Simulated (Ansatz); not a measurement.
## CdPb2, from a guessed structure to a relaxed one

Starting from a made-up structure for CdPb2, the aim is the relaxed cell, its shortest contacts and, where a second run follows, its electronic structure.

Main program and level: Ansatz 0.2.0; DFT, PBE, plane-wave PAW, files of the set soft_1, scalar-relativistic, no spin, cell and ions relaxed at zero pressure; PAW set soft_1, in the first sound run; inputs show where later runs differ.

### Step 1. The starting structure

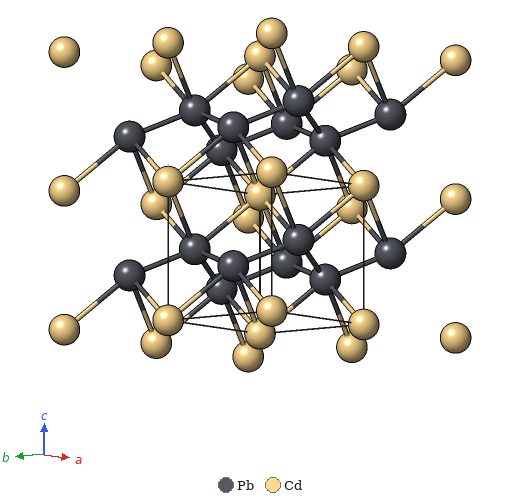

The starting structure, seen from a free direction (lead dark grey, cadmium orange). 2×2×2 cells are drawn. Bonds to atoms that aren't drawn are left out. Some periodic images of atoms are drawn too.

As a file:

```cif
data_structure
_symmetry_space_group_name_H-M 'P-3m1'
_symmetry_Int_Tables_number 164
_cell_length_a 4.2690
_cell_length_b 4.2690
_cell_length_c 5.3280
_cell_angle_alpha 90.000
_cell_angle_beta 90.000
_cell_angle_gamma 120.000
_cell_volume 84.09
loop_
_atom_site_label
_atom_site_type_symbol
_atom_site_symmetry_multiplicity
_atom_site_Wyckoff_symbol
_atom_site_fract_x
_atom_site_fract_y
_atom_site_fract_z
_atom_site_occupancy
Pb1 Pb 2 d 0.33333 0.66667 0.40070 1
Cd1 Cd 1 a 0.00000 0.00000 0.00000 1
```

### Step 2. Relaxation of the guess

The guessed cell has no reason to be at equilibrium. It is relaxed with the atoms, within the space group of the guess.

File input.yaml:

```yaml
crystal:
  lattice:
    - [4.269, 0.0, 0.0]
    - [-2.1345, 3.697062449, 0.0]
    - [0.0, 0.0, 5.328]
  atoms:
    - { symbol: Pb, position: [0.333333333, 0.666666667, 0.4007] }
    - { symbol: Pb, position: [0.666666667, 0.333333333, 0.5993] }
    - { symbol: Cd, position: [0.0, 0.0, 0.0] }
kpoints:
  mp_grid: { grid: [7, 7, 5] }
scf:
  occupations: { method: fermi_dirac, width: 0.05 }
hamiltonian:
  xc: pbe
  pseudopotentials: { kind: paw, azcp: { folder: soft_1 } }
relax:
  f_tol: 0.015
  max_steps: 70
  cell: {}
output:
  forces: true
  stress: true
```

On the command line:

```
$ ansatz run input.yaml --threads 4 --pin off --max-ram 10240MiB --backend cpu --events-out ev --progress --plain --runs-dir out
```

Numbers of over 12 decimals in the logs are rounded to 6 here.

The log of the run:

```text
Engine: ansatz 0.2.0, aarch64-unknown-linux-gnu
Pseudopotentials: kind: paw
Pseudopotential: Pb, paw, valence charge 14, recommended cutoff 420 eV (normal), soft_1/Pb.paw.azcp
Pseudopotential: Cd, paw, valence charge 20, recommended cutoff 420 eV (normal), soft_1/Cd.paw.azcp
Functional definition: PBE
  parameter kappa = 0.804
  parameter beta = 0.066725
  exchange = pbe_x(kappa = kappa, mu = beta*pi^2/3)
  correlation = pbe_c(beta = beta)
Crystal: 3 atoms, lattice volume = 84.091 Å³
Basis set: ecut = 420 eV, 1631 PW (Γ), exchange–correlation on 60×60×72 points (8 copies of the dense FFT grid, shifted against one another)
Bands: 29, of which v1, the nominal top of the filled ones, is band 24 counted from 1 (23 counted from 0)
Symmetry: 12 space group operations
Space group: P-3m1 (ITA 164), of the structure as read, at distance tolerance 4.4e-5 Å
k-points: 32 of 245
Non-local potential: Pb, projectors of the file, l = 0: 2, l = 1: 2, l = 2: 2, l = 3: 1
Non-local potential: Cd, projectors of the file, l = 0: 3, l = 1: 2, l = 2: 2, l = 3: 1
PAW form: soft (Blöchl's): semilocal exchange-correlation on the pseudo side does not see the compensation charge
PAW one-centre angular grid: Pb, 590 points (default); XC on 64 Gauss nodes
PAW one-centre angular grid: Cd, 590 points (default); XC on 64 Gauss nodes
Initial density: superposition of atomic densities (chi_scale 0.1, normalization cell, long waves kept (reshape's long-wave potential 0.02 eV rms))
Initial wavefunctions: pseudopotential atomic-orbital guess
Functional: x = pbe(κ = 0.804, μ = 0.219515), c = pbe(β = 0.066725)
SCF iter   1: F=—  HF=-32071.063282 eV  |F-HF|=—  |Δ(HF+E_count)|=         —  Δρ=4.26e-2  dr2=2.88e0  ethr=3.10e-3  ⟨swp⟩=7.3  Hψ=4181  notcnv=0
preconditioner: auto → Kerker (q_TF=auto, 2.485 Å⁻¹)  [metal: Δε(μ)=0.012 eV  Ē_g=15.269 eV  σ=0.050 eV  W_gap=0.06  n_scr=22 (ndim 8)  ℏωp=25.6 eV  f_vac=0.000  D(μ)=1.84/eV (n_scr^D=8)]
SCF iter   2: F=—  HF=-32070.350544 eV  |F-HF|=—  |Δ(HF+E_count)|=   7.13e-1  Δρ=1.82e-2  dr2=8.17e-1  ethr=3.10e-3  ⟨swp⟩=3.0  Hψ=1719  notcnv=0  defer=8
SCF iter   3: F=—  HF=-32070.155727 eV  |F-HF|=—  |Δ(HF+E_count)|=   1.95e-1  Δρ=6.89e-3  dr2=1.30e-1  ethr=1.70e-3  ⟨swp⟩=3.8  Hψ=1684  notcnv=0  defer=8
SCF iter   4: F=—  HF=-32070.125133 eV  |F-HF|=—  |Δ(HF+E_count)|=   3.06e-2  Δρ=1.96e-3  dr2=8.61e-3  ethr=2.71e-4  ⟨swp⟩=3.2  Hψ=1548  notcnv=0  defer=8
SCF iter   5: F=—  HF=-32070.123296 eV  |F-HF|=—  |Δ(HF+E_count)|=   1.84e-3  Δρ=8.46e-4  dr2=1.85e-3  ethr=1.79e-5  ⟨swp⟩=2.1  Hψ=1232  notcnv=0  defer=8
SCF iter   6: F=—  HF=-32070.123043 eV  |F-HF|=—  |Δ(HF+E_count)|=   2.53e-4  Δρ=3.22e-4  dr2=1.97e-4  ethr=3.86e-6  ⟨swp⟩=2.5  Hψ=1357  notcnv=0  defer=8
SCF iter   7: F=—  HF=-32070.123032 eV  |F-HF|=—  |Δ(HF+E_count)|=   1.11e-5  Δρ=8.78e-5  dr2=1.13e-5  ethr=4.10e-7  ⟨swp⟩=2.1  Hψ=1255  notcnv=0  defer=8
SCF iter   8: F=—  HF=-32070.123036 eV  |F-HF|=—  |Δ(HF+E_count)|=   3.55e-6  Δρ=2.38e-5  dr2=8.91e-7  ethr=2.35e-8  ⟨swp⟩=2.0  Hψ=1264  notcnv=0  defer=8
SCF iter   9: F=-32070.123036 eV  HF=-32070.123036 eV  |F-HF|=7.85e-9  |Δ(HF+E_count)|=   3.39e-7  Δρ=6.85e-6  dr2=6.50e-8  ethr=2.08e-10  ⟨swp⟩=3.8  Hψ=3767  notcnv=0
SCF 1 converged in 9 iterations: F = -32070.123036 eV  dr2 = 6.50e-8
  greatest PAW one-centre occupation: 1.000 electrons in one spin orbital (limit 2), on the Cd atom at site 2 (counted from 0), in its partial waves of l = 0
relax step   1: F+E_penalty+E_count = -32070.12303622 eV  Δ(F+E_penalty+E_count) = +0.000e0 eV  max|allowed force component| = 3.254e0 eV/Å  Δτ_max = 0.0000 Å  P = +14.579 GPa  Ω = 84.091 Å³  (9 SCF iters, dr2 threshold 1.00e-7 eV, accepted)
Crystal: 3 atoms, lattice volume = 90.900 Å³
Basis set: ecut = 420 eV, 1801 PW (Γ), exchange–correlation on 60×60×72 points (8 copies of the dense FFT grid, shifted against one another)
Initial density: handed on by an earlier stage of this run
Initial wavefunctions: those handed on with the density
iter 1 solved again at ethr=1.38e-4 eV; its pass at ethr=3.10e-3 eV (dr2=6.64e-2 eV) is discarded
SCF iter   1: F=—  HF=-32071.374759 eV  |F-HF|=—  |Δ(HF+E_count)|=         —  Δρ=8.39e-3  dr2=6.77e-2  ethr=1.38e-4  ⟨swp⟩=1.3  Hψ=5541  notcnv=0
preconditioner: auto → LDOS  [metal: Δε(μ)=0.048 eV  Ē_g=15.106 eV  σ=0.050 eV  W_gap=0.23  n_scr=22 (ndim 8)  ℏωp=24.6 eV  f_vac=0.010  D(μ)=1.86/eV (n_scr^D=8)  β→1.0]
SCF iter   2: F=—  HF=-32071.374047 eV  |F-HF|=—  |Δ(HF+E_count)|=   7.13e-4  Δρ=4.62e-3  dr2=2.37e-2  ethr=1.38e-4  ⟨swp⟩=3.0  Hψ=1848  notcnv=0
preconditioner: auto → Kerker (q_TF=auto, 2.453 Å⁻¹)  [metal: Δε(μ)=0.035 eV  Ē_g=15.077 eV  σ=0.050 eV  W_gap=0.17  n_scr=22 (ndim 8)  ℏωp=24.6 eV  f_vac=0.006  D(μ)=1.96/eV (n_scr^D=8)  β→0.5]
SCF iter   3: F=—  HF=-32071.367319 eV  |F-HF|=—  |Δ(HF+E_count)|=   6.73e-3  Δρ=1.58e-3  dr2=1.80e-3  ethr=4.94e-5  ⟨swp⟩=2.0  Hψ=1915  notcnv=0  defer=6
SCF iter   4: F=—  HF=-32071.367886 eV  |F-HF|=—  |Δ(HF+E_count)|=   5.67e-4  Δρ=5.24e-4  dr2=2.65e-4  ethr=3.74e-6  ⟨swp⟩=2.4  Hψ=1446  notcnv=0  defer=6
SCF iter   5: F=—  HF=-32071.367886 eV  |F-HF|=—  |Δ(HF+E_count)|=   4.11e-7  Δρ=1.99e-4  dr2=5.51e-5  ethr=5.51e-7  ⟨swp⟩=2.0  Hψ=1614  notcnv=0  defer=6
SCF iter   6: F=—  HF=-32071.367898 eV  |F-HF|=—  |Δ(HF+E_count)|=   1.23e-5  Δρ=5.87e-5  dr2=5.09e-6  ethr=1.15e-7  ⟨swp⟩=2.0  Hψ=1232  notcnv=0  defer=6
SCF iter   7: F=—  HF=-32071.367900 eV  |F-HF|=—  |Δ(HF+E_count)|=   1.84e-6  Δρ=1.68e-5  dr2=4.22e-7  ethr=1.06e-8  ⟨swp⟩=2.0  Hψ=1239  notcnv=0  defer=6
SCF iter   8: F=-32071.367900 eV  HF=-32071.367900 eV  |F-HF|=2.45e-8  |Δ(HF+E_count)|=   1.06e-7  Δρ=5.07e-6  dr2=5.49e-8  ethr=6.25e-10  ⟨swp⟩=4.6  Hψ=3191  notcnv=0
SCF 2 converged in 8 iterations: F = -32071.367900 eV  dr2 = 5.49e-8
relax step   2: F+E_penalty+E_count = -32071.36789980 eV  Δ(F+E_penalty+E_count) = -1.245e0 eV  max|allowed force component| = 1.283e0 eV/Å  Δτ_max = 0.1916 Å  P = +4.017 GPa  Ω = 90.900 Å³  energy of the carried Pulay correction = -1.428e-3 eV  (8 SCF iters, dr2 threshold 3.00e-7 eV, accepted)
Crystal: 3 atoms, lattice volume = 90.505 Å³
Basis set: ecut = 420 eV, 1765 PW (Γ), exchange–correlation on 60×60×72 points (8 copies of the dense FFT grid, shifted against one another)
iter 1 solved again at ethr=8.64e-5 eV; its pass at ethr=3.10e-3 eV (dr2=4.14e-2 eV) is discarded
SCF iter   1: F=—  HF=-32071.671524 eV  |F-HF|=—  |Δ(HF+E_count)|=         —  Δρ=7.67e-3  dr2=4.34e-2  ethr=8.64e-5  ⟨swp⟩=1.8  Hψ=5211  notcnv=0
preconditioner: auto → Kerker (q_TF=auto, 2.455 Å⁻¹)  [metal: Δε(μ)=0.077 eV  Ē_g=15.011 eV  σ=0.050 eV  W_gap=0.37  n_scr=22 (ndim 8)  ℏωp=24.7 eV  f_vac=0.002  D(μ)=2.22/eV (n_scr^D=20)]
SCF iter   2: F=—  HF=-32071.667010 eV  |F-HF|=—  |Δ(HF+E_count)|=   4.51e-3  Δρ=4.66e-3  dr2=1.82e-2  ethr=8.64e-5  ⟨swp⟩=1.0  Hψ=929  notcnv=0
SCF iter   3: F=—  HF=-32071.664829 eV  |F-HF|=—  |Δ(HF+E_count)|=   2.18e-3  Δρ=8.06e-4  dr2=9.86e-4  ethr=3.79e-5  ⟨swp⟩=2.7  Hψ=1638  notcnv=0
SCF iter   4: F=—  HF=-32071.664767 eV  |F-HF|=—  |Δ(HF+E_count)|=   6.20e-5  Δρ=3.48e-4  dr2=2.10e-4  ethr=2.05e-6  ⟨swp⟩=2.9  Hψ=1676  notcnv=0
SCF iter   5: F=—  HF=-32071.664796 eV  |F-HF|=—  |Δ(HF+E_count)|=   2.90e-5  Δρ=1.25e-4  dr2=1.48e-5  ethr=4.36e-7  ⟨swp⟩=2.9  Hψ=1679  notcnv=0
SCF iter   6: F=—  HF=-32071.664795 eV  |F-HF|=—  |Δ(HF+E_count)|=   5.64e-7  Δρ=4.37e-5  dr2=1.97e-6  ethr=3.08e-8  ⟨swp⟩=2.0  Hψ=1657  notcnv=0
SCF iter   7: F=—  HF=-32071.664796 eV  |F-HF|=—  |Δ(HF+E_count)|=   6.60e-7  Δρ=1.46e-5  dr2=3.15e-7  ethr=6.25e-10  ⟨swp⟩=4.8  Hψ=3265  notcnv=0
SCF iter   8: F=-32071.664796 eV  HF=-32071.664796 eV  |F-HF|=3.52e-9  |Δ(HF+E_count)|=   1.19e-7  Δρ=4.79e-6  dr2=3.51e-8  ethr=6.25e-10  ⟨swp⟩=4.0  Hψ=3019  notcnv=0
SCF 3 converged in 8 iterations: F = -32071.664796 eV  dr2 = 3.51e-8
relax step   3: F+E_penalty+E_count = -32071.66479599 eV  Δ(F+E_penalty+E_count) = -2.969e-1 eV  max|allowed force component| = 2.799e-1 eV/Å  Δτ_max = 0.1985 Å  P = +1.874 GPa  Ω = 90.505 Å³  energy of the carried Pulay correction = -1.350e-3 eV  (8 SCF iters, dr2 threshold 3.00e-7 eV, accepted)
[...]
relax step   4: F+E_penalty+E_count = -32071.69893254 eV  Δ(F+E_penalty+E_count) = -3.414e-2 eV  max|allowed force component| = 1.253e-1 eV/Å  Δτ_max = 0.0270 Å  P = +0.077 GPa  Ω = 94.574 Å³  energy of the carried Pulay correction = -2.127e-3 eV  (6 SCF iters, dr2 threshold 3.00e-7 eV, accepted)
[...]
relax step   5: F+E_penalty+E_count = -32071.70278698 eV  Δ(F+E_penalty+E_count) = -3.854e-3 eV  max|allowed force component| = 3.807e-3 eV/Å  Δτ_max = 0.0335 Å  P = +0.096 GPa  Ω = 94.324 Å³  energy of the carried Pulay correction = -2.081e-3 eV  (6 SCF iters, dr2 threshold 3.00e-7 eV, accepted)
[...]
relax step   6: F+E_penalty+E_count = -32071.70356345 eV  Δ(F+E_penalty+E_count) = -7.765e-4 eV  max|allowed force component| = 8.370e-3 eV/Å  Δτ_max = 0.0018 Å  P = +0.052 GPa  Ω = 94.446 Å³  energy of the carried Pulay correction = -2.103e-3 eV  (4 SCF iters, dr2 threshold 1.38e-7 eV, accepted)
[...]
relax step   7: F+E_penalty+E_count = -32071.70510979 eV  Δ(F+E_penalty+E_count) = -1.546e-3 eV  max|allowed force component| = 1.871e-2 eV/Å  Δτ_max = 0.0039 Å  P = -0.016 GPa  Ω = 94.607 Å³  energy of the carried Pulay correction = -2.133e-3 eV  (6 SCF iters, dr2 threshold 7.12e-8 eV, accepted)
[...]
relax step   8: F+E_penalty+E_count = -32071.70525306 eV  Δ(F+E_penalty+E_count) = -1.433e-4 eV  max|allowed force component| = 4.731e-4 eV/Å  Δτ_max = 0.0060 Å  P = -0.001 GPa  Ω = 94.549 Å³  energy of the carried Pulay correction = -2.122e-3 eV  (6 SCF iters, dr2 threshold 2.19e-8 eV, accepted)
Basis set: ecut = 420 eV, 1837 PW (Γ), exchange–correlation on 60×60×80 points (8 copies of the dense FFT grid, shifted against one another)
Initial wavefunctions: pseudopotential atomic-orbital guess (no wavefunctions were taken with the density)
iter 1 solved again at ethr=1.45e-7 eV; its pass at ethr=3.10e-3 eV (dr2=6.97e-5 eV) is discarded
SCF iter   1: F=—  HF=-32071.706690 eV  |F-HF|=—  |Δ(HF+E_count)|=         —  Δρ=2.03e-4  dr2=5.97e-6  ethr=1.45e-7  ⟨swp⟩=3.1  Hψ=6324  notcnv=0
preconditioner: auto → Kerker (q_TF=auto, 2.437 Å⁻¹)  [metal: Δε(μ)=0.041 eV  Ē_g=14.871 eV  σ=0.050 eV  W_gap=0.20  n_scr=22 (ndim 8)  ℏωp=24.2 eV  f_vac=0.000  D(μ)=1.82/eV (n_scr^D=8)]
SCF iter   2: F=—  HF=-32071.706809 eV  |F-HF|=—  |Δ(HF+E_count)|=   1.19e-4  Δρ=1.03e-4  dr2=1.44e-6  ethr=1.24e-8  ⟨swp⟩=2.0  Hψ=1580  notcnv=0
SCF iter   3: F=—  HF=-32071.706828 eV  |F-HF|=—  |Δ(HF+E_count)|=   1.93e-5  Δρ=2.22e-5  dr2=9.09e-8  ethr=2.99e-9  ⟨swp⟩=2.0  Hψ=1561  notcnv=0
SCF iter   4: F=—  HF=-32071.706829 eV  |F-HF|=—  |Δ(HF+E_count)|=   1.06e-6  Δρ=2.85e-6  dr2=5.43e-9  ethr=1.89e-10  ⟨swp⟩=2.0  Hψ=1241  notcnv=0
SCF iter   5: F=—  HF=-32071.706829 eV  |F-HF|=—  |Δ(HF+E_count)|=   1.04e-9  Δρ=6.45e-7  dr2=3.82e-10  ethr=1.13e-11  ⟨swp⟩=2.3  Hψ=1378  notcnv=0
SCF iter   6: F=—  HF=-32071.706829 eV  |F-HF|=—  |Δ(HF+E_count)|=  7.64e-10  Δρ=2.10e-7  dr2=4.38e-11  ethr=1.00e-12  ⟨swp⟩=2.2  Hψ=1700  notcnv=0
SCF iter   7: F=-32071.706829 eV  HF=-32071.706829 eV  |F-HF|=3.64e-12  |Δ(HF+E_count)|=  3.64e-12  Δρ=5.46e-8  dr2=4.33e-12  ethr=1.00e-12  ⟨swp⟩=5.5  Hψ=3674  notcnv=0
SCF 9 converged in 7 iterations: F = -32071.706829 eV  dr2 = 4.33e-12
relax step   9: F+E_penalty+E_count = -32071.70682901 eV  Δ(F+E_penalty+E_count) = -1.576e-3 eV  max|allowed force component| = 4.887e-4 eV/Å  Δτ_max = 0.0000 Å  P = -0.016 GPa  Ω = 94.549 Å³  stress off target by 2.33e-2 GPa  SCF on the basis re-selected at this cell (its energy is not comparable with the rows above)  (7 SCF iters)
basis re-selected at this cell: Δ(F+E_penalty+E_count) = -1.576e-3 eV, ΔP = -0.014 GPa vs the last step (what re-selecting the basis moved, of the pressure what is left beyond the Pulay correction that the steps carried, after the strain that the cell walked since its last selection, with what the two solves' SCF thresholds leave and, on support functions, any second-order correction that the steps lacked; it is no measure of the basis error at this ecutwfc). The dense FFT grid was sized anew with the basis: this SCF ran on 30×30×40 points, the steps before it on 30×30×36, so part of this shift can come from that change (see relax.cell in the input reference). [rest of the remark cut]
SCF converged after 7 iterations
Free energy (F): -32071.706829 eV
Harris-Foulkes:  -32071.706829 eV  (|F-HF|=3.64e-12)
Internal energy: -32071.691944 eV  (E = F + TS)
E sigma→0 (E₀):  -32071.699386 eV
Entropy (-TS):   -0.014885 eV (-4.962 meV/atom)
Fermi energy:    9.774613 eV
--- Per-component energies (eV) ---
  E_band       = -586.917394
  E_kinetic    = 1026.657163
  E_local      = -5937.088543  (includes V_loc(G=0)·N_el)
  E_nonlocal   = 729.119823
  E_hartree    = 2581.648775
  E_xc         = -566.821025
  E_vxc        = -470.471958  (∫ρ·V_xc dr)
  E_paw        = -24886.541585  (= ΣΔE_a)
  E_vpaw       = -1098.431702  (= ΣTr[D̂ρ^β])
  E_aug_tail   = 0.000320  (compensation charges beyond the density's cutoff)
  E_ewald      = -5018.666872
  E_smearing   = -0.014885  (= −TS)
  E_closure    = 0.000000  (closes the sum)
  Σ components = -32071.706829   (vs F -32071.706829, Δ=0.00e0)
--- Forces (eV/Å), atoms counted from 1 ---
  atom   1  Pb     0.00000000     0.00000000    -0.00048869
  atom   2  Pb     0.00000000    -0.00000000     0.00048869
  atom   3  Cd     0.00000000     0.00000000     0.00000000
  max |Σ_I F_I| component: 4.63e-18 eV/Å
--- Stress (GPa, compression-positive) ---
       -0.011756       0.000000       0.000000
       -0.000000      -0.011756       0.000000
        0.000000       0.000000      -0.023262
  P = ⅓ Tr σ = -0.0156 GPa (-0.156 kbar)
--- Relaxed structure (8 steps of the walk, 8 accepted, 1 SCFs on fresh bases) ---
  F+E_penalty+E_count = -32071.70682901 eV   max|allowed force component| = 4.887e-4 eV/Å   (the final SCF, on the basis selected at the relaxed cell)
  cell:  # Å, volume = 94.5486 Å³
    - [4.413500, 0.0, 0.0]
    - [-2.206750, 3.822203, 0]
    - [0.0, 0, 5.604779]
  atoms:
    - { symbol: Pb, position: [0.333333, 0.666667, 0.314597] }
    - { symbol: Pb, position: [0.666667, 0.333333, 0.685403] }
    - { symbol: Cd, position: [0, 0, 4.341149839781799e-19] }
```

Run time: 11 s. Hardware: 4 threads of Arm Neoverse V1, shared host; peak memory 0.44 GiB; 41 s of CPU time.

Relaxation path:

```tsv
step	energy less that of the first step (eV)	largest force component (eV/Å)	pressure (GPa)	volume (Å³)
1	0.0000	3.2536	14.58	84.09
2	-1.2449	1.2835	4.02	90.90
3	-1.5418	0.2799	1.87	90.51
4	-1.5759	0.1253	0.08	94.57
5	-1.5798	0.0038	0.10	94.32
6	-1.5805	0.0084	0.05	94.45
7	-1.5821	0.0187	-0.02	94.61
8	-1.5822	0.0005	0.00	94.55
9*	-1.5838	0.0005	-0.02	94.55
```

Relaxation steps marked * repeat the geometry before them on a plane-wave basis chosen anew for their cell, so energy and pressure can jump there.

Forces are held to the 12 operations that the run works with; a distortion that breaks them can't arise in this run.

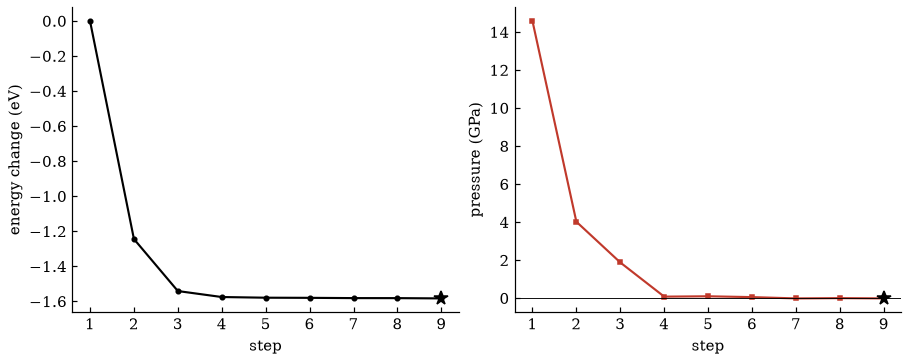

Energy and pressure along the relaxation. Stars mark steps on a basis chosen anew.

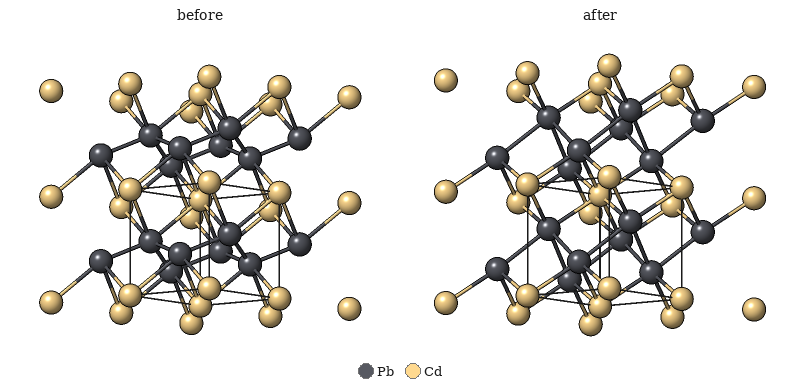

The structure before and after the relaxation, drawn at the same scale. Bonds to atoms that aren't drawn are left out.

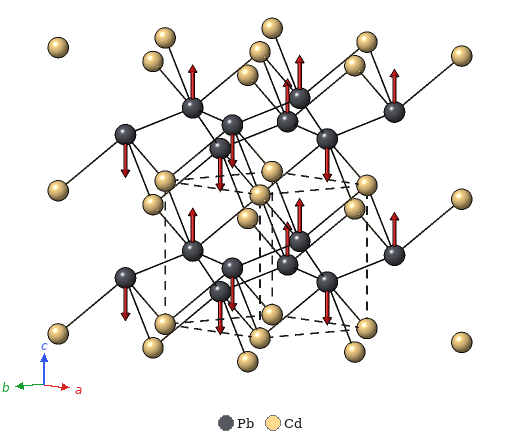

Displacements in the relaxation, exaggerated, measured against the changing cell; the longest in the cell stands for 0.48 Å. Bonds to atoms that aren't drawn are left out. 2×2×2 cells are drawn. Some periodic images of atoms are drawn too.

```tsv
conventional cell, symmetrised	before	after	change
a (Å)	4.269	4.413	+3.4 %
b (Å)	4.269	4.413	+3.4 %
c (Å)	5.328	5.605	+5.2 %
volume (Å³/atom)	28.03	31.52	+12.4 %
```

The atoms that moved most (Å, as changes of fractional coordinates times the final cell):

```tsv
atom	dx	dy	dz	length
Pb1	0.000	0.000	-0.483	0.483
Pb2	0.000	0.000	0.483	0.483
```

Final coordinates:

```
Pb Cd
1.0
     4.41350    0.00000    0.00000
    -2.20675    3.82220    0.00000
     0.00000    0.00000    5.60478
Pb Cd
2 1
Direct
  0.33333 0.66667 0.31460
  0.66667 0.33333 0.68540
  0.00000 0.00000 0.00000
```

Numbers from this step:

| Quantity | Value |
| --- | --- |
| free energy | -32071.7068 eV |
| energy at zero smearing | -32071.6994 eV |
| smearing term TS | 0.01489 eV |
| Fermi energy | 9.775 eV |
| electrons | 48 |
| symmetry operations | 12 |
| pressure | -0.01559 GPa |

The shortest distance of each pair, which need not be the same contact before and after:

```tsv
pair	guess (Å)	relaxed (Å)
Cd–Pb	3.261	3.099
Pb–Pb	2.682	3.288
Cd–Cd	4.269	4.413
```

The relaxation ends with a largest force component of 4.9e-4 eV/Å and a pressure of -0.02 GPa.

[end of part 1 of 2]

[Logs are printed without paths, hosts, clocks, repeated set-up lines and the standing remarks that a program may print on its own settings, such as how far it seeks lower states.]

[Hosts, paths, dates, database ids (printed as entryN), source tags and the programs' standing remarks are cut or masked in the printed files.]
